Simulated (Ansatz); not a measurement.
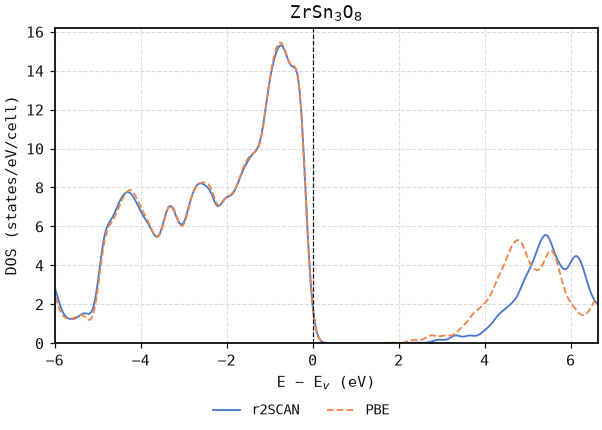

Total densities of states of ZrSn3O8, space group Pmm2 (No. 25), 12 atoms in the cell, tetragonal host type, by two methods on the same cell. The curves are built from the levels of the k mesh with Gaussians 0.3 eV wide, which also blur the band edges. Each is counted from its own valence-band top.

### How do the methods compare?

r2SCAN gives a gap of 2.40 eV and PBE gives a gap of 1.82 eV.

Settings. r2SCAN: DFT, r2SCAN, plane waves, PAW, no spin polarisation, 8×4×6 k mesh, 500 eV cutoff (Ansatz 0.2.0). PBE: DFT, PBE, plane waves, PAW, no spin polarisation, 8×4×6 k mesh, 420 eV cutoff, Fermi-Dirac smearing of 0.02 eV (Ansatz 0.2.0).
